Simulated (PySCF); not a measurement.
**What a change does: single-point calculation on BH2ClO2**

System: BH2ClO2.
Method of run 1: RKS PBE-D4/def2-TZVPP, density fitting (PySCF 2.14.0).

The geometry comes from this level: PBE0-D4/def2-TZVP. Text and figures count atoms from 1; the logs count them from 0 in places.

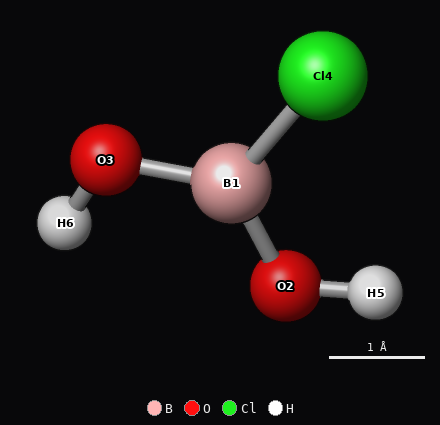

Fig. 1: The input geometry (ball-and-stick view, seen at a tilt; atoms are numbered from 1 in the order of the input).

### Input, run 1
```python
import json, numpy as np
from pyscf import gto, scf, dft, mp, cc
EV, BOHR = 27.211386245988, 0.529177210903
mol = gto.M(atom="""
B -0.578061 0.421062 0.413823
O -0.780900 0.902492 -0.838234
O -1.246848 -0.662111 0.859451
Cl 0.574389 1.197546 1.511360
H -0.249256 1.674720 -1.042536
H -1.847319 -1.014020 0.195614
""", basis="def2-tzvpp", charge=0, spin=0, max_memory=8670, verbose=0)
def mean_field(mol, dm=None):
    mf = dft.RKS(mol, xc="pbe").density_fit()
    mf.conv_tol = 1e-9; mf.grids.level = 4
    mf.kernel(dm0=dm)
    if not mf.converged: mf = mf.newton().run(mf.mo_coeff, mf.mo_occ)
    assert mf.converged
    return mf
def d4(mol):
    from pyscf.dispersion.dftd4 import DFTD4Dispersion
    real = gto.M(atom=[(mol.atom_pure_symbol(i), mol.atom_coord(i)) for i in range(6)], unit='B', charge=mol.charge, spin=None, basis='def2-svp', verbose=0)
    r = DFTD4Dispersion(real, xc="pbe", atm=True).get_dispersion(grad=True); return r["energy"], r["gradient"]
def energy_and_gradient(mol, dm=None):
    mf = mean_field(mol, dm); e, g = d4(mol)
    return mf, (mf.e_tot + e) * EV, (mf.nuc_grad_method().kernel()[:6] + g) * EV / BOHR
out = {}
mf = mean_field(mol); e = d4(mol)[0]
out.update(energy=(mf.e_tot + e) * EV, converged=True, dispersion=e * EV)
out['s2'] = mf.spin_square()[0]; out['nelec'] = mol.nelec
print(f"Total energy {out['energy']:.6f} eV, <S^2> {out['s2']:.4f}")
json.dump(out, open("out.json", "w"), default=float)
```

Command:
```bash
OMP_NUM_THREADS=4 python run.py
```

Hardware: 4 threads of Arm Neoverse V1, 23 GiB of memory available, shared host.

### Output (run 1)
```
Total energy -17321.874725 eV, <S^2> 0.0000
```

The input of run 2 differs as follows (lines with − go, lines with + come):
```diff
-    mf = dft.RKS(mol, xc="pbe").density_fit()
+    mf = dft.RKS(mol, xc="pbe0").density_fit()
-    r = DFTD4Dispersion(real, xc="pbe", atm=True).get_dispersion(grad=True); return r["energy"], r["gradient"]
+    r = DFTD4Dispersion(real, xc="pbe0", atm=True).get_dispersion(grad=True); return r["energy"], r["gradient"]
```

Predict how the results change.

The total energies belong to different models, so their difference says nothing on which is more stable or more accurate. The functional changes from PBE to PBE0.

### Output (run 2)
```
Total energy -17322.998363 eV, <S^2> 0.0000
```

### The two runs side by side

| quantity | run 1 | run 2 |
| --- | --- | --- |
| outcome | converged | converged |
| total energy (hartree) | −636.567155 | −636.608448 |
| basis functions | 163 | 163 |
| wall time (shared host) | 7.3 s | 6.9 s |
